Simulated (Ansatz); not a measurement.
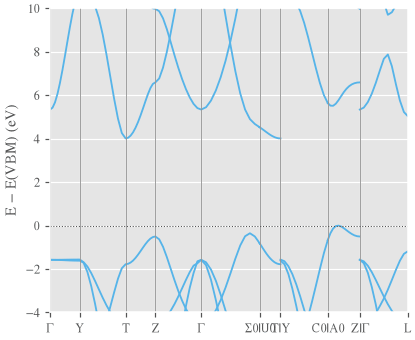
*Band structure from r²SCAN+D4 (plane waves, PAW; program Ansatz)*

Q: Read off the gap and where the band edges lie.

A: About 4.0 eV (4.01 eV by a search for the band edges); maximum on the A0–Z line, 32 % of the way from A0, minimum at T.

The material is BN in space group Fmm2 (No. 42; B on 4a, N on 4a).

The workflow started from a Materials Project entry (that database holds measured and hypothetical structures alike); the Crystallography Open Database copy checked does not list it. It is not the phase usual at ambient conditions (space group No. 186, 194, 216). Symmetry was held in the r²SCAN+D4 relaxation; whether a distortion lowers the energy is not shown.

Potentials: the later of the program's two PAW sets.
